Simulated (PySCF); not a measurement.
C$_{7}$H$_{10}$F (SMILES C=C1C[C@H](F)[C]1CC) (doublet)

Input

```
{"job": {"kind": "epr", "basis": "pcH-1"}, "charge": 0, "multiplicity": 2}
C     -1.431301     1.739309     0.623806
C     -1.130532     0.487549     0.202113
C     -1.893675    -0.822324     0.262154
C     -0.710755    -1.445725    -0.509767
F     -0.071442    -2.481490     0.147509
C     -0.038668    -0.106782    -0.444715
C      1.317147     0.332166    -0.831039
C      2.295205     0.176581     0.345226
H     -2.363867     1.953385     1.113499
H     -0.742308     2.553257     0.485308
H     -2.852677    -0.846902    -0.251575
H     -2.002460    -1.228857     1.265438
H     -0.939309    -1.829246    -1.511608
H      1.289790     1.382001    -1.134025
H      1.673151    -0.271177    -1.669963
H      1.962813     0.778772     1.187288
H      3.290765     0.499231     0.050750
H      2.339364    -0.863430     0.657944
```

Launched as:

```sh
OMP_NUM_THREADS=1 python probes_run.py task.json out
```

Geometry: GFN2-xTB.

These are results of PySCF 2.14.0, density-fitted response routines, UKS B3LYP, pcH-1 on C F H, non-relativistic, mean-field spin-orbit, GIAO, not measurements.

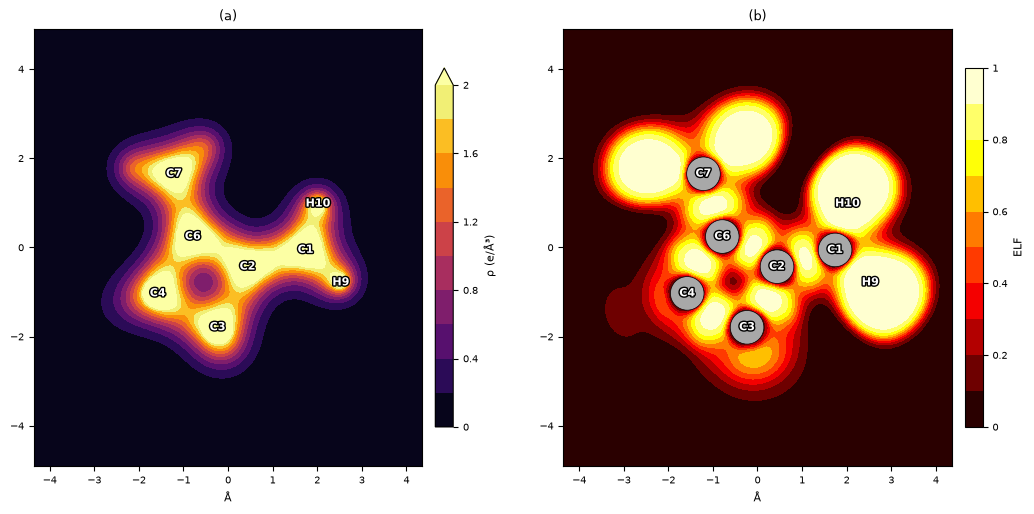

Figure 1. (a) total electron density; (b) ELF on the plane of atoms C2, C1 and H9. Grey discs cover the atomic cores in the ELF map.

**Read the bonding off the picture.**

- The section cuts through C and H sites.
- C–C (1.35 Å): the density is about 2.2 e/Å³ at the midpoint; the ELF peaks at about 0.95 between the atoms; localised, covalent bonding.
- C–H (1.07 Å): ρ is about 2 e/Å³ halfway; the ELF climbs to about 1 towards the hydrogen, as it does in any bond to H (an ordinary covalent bond to hydrogen).
- C–C (1.40 Å): ρ is about 2.1 e/Å³ halfway; the ELF peaks at about 0.95 between the atoms; localised, covalent bonding.
- C–C (1.48 Å): ρ at the midpoint is about 1.8 e/Å³; the ELF peaks at about 0.95 between the atoms; a covalent bond.
- C–C (1.52 Å): ρ is about 1.7 e/Å³ halfway; the ELF peaks at about 0.95 between the atoms: localised, covalent bonding.

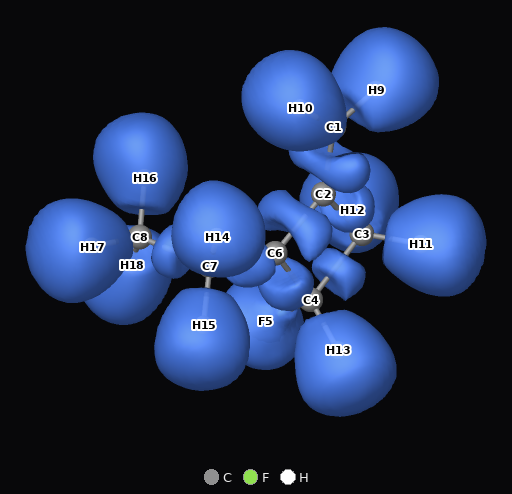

Figure 2. Isosurface of the electron localisation function at 0.75 (blue), seen at a tilt. Only the valence region is drawn (cores and ρ < 0.01 e/Å³ removed).

**Describe the localisation domains.**

At this value the surface marks out seven regions between bonded C–C atoms (shared pairs), ten regions around hydrogen nuclei and one region on F in which the atom's valence shell and bonds are merged.


 C–F (1.38 Å): the ELF peaks at about 0.80 between the atoms; a polar covalent bond.

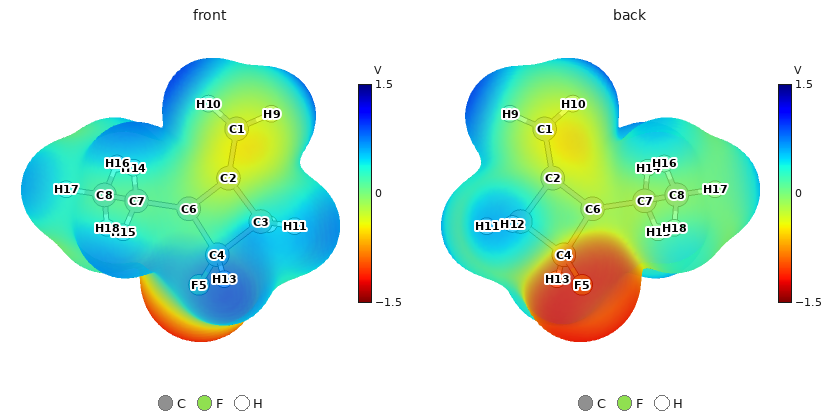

Figure 3. The electrostatic potential painted on the density surface at 0.002 e/bohr³, seen from the front and from behind; the colour scale runs from red (negative) to blue (positive).

**Where is the surface potential most negative and most positive?**

The most negative region (about −1.2 V) lies over F5, the most positive (about +0.9 V) over H9 and H10.
